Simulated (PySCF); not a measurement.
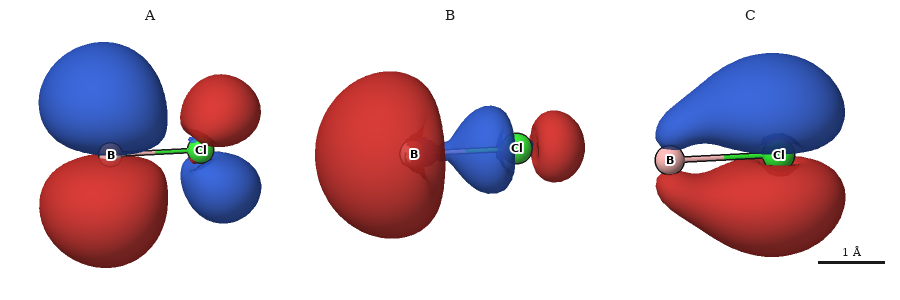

*BCl. Three frontier orbitals, each drawn at the value that holds 80 % of its norm (red and blue are the two phases), in no order; of a degenerate pair one member is drawn.*

These are results of PBE0/def2-TZVPP, non-relativistic Hamiltonian with scalar-relativistic core potentials where named, at a bond length of 1.720 Å in PySCF 2.14.0, not measurements.

### Label each orbital by symmetry, say whether it is occupied, and order them by energy.

Orbital C: π, occupied, −11.05 eV; mainly on Cl (85 %).
Orbital B: σ, occupied, −7.47 eV; mainly on B (85 %).
Orbital A: π, empty, −1.91 eV; mainly on B (80 %).
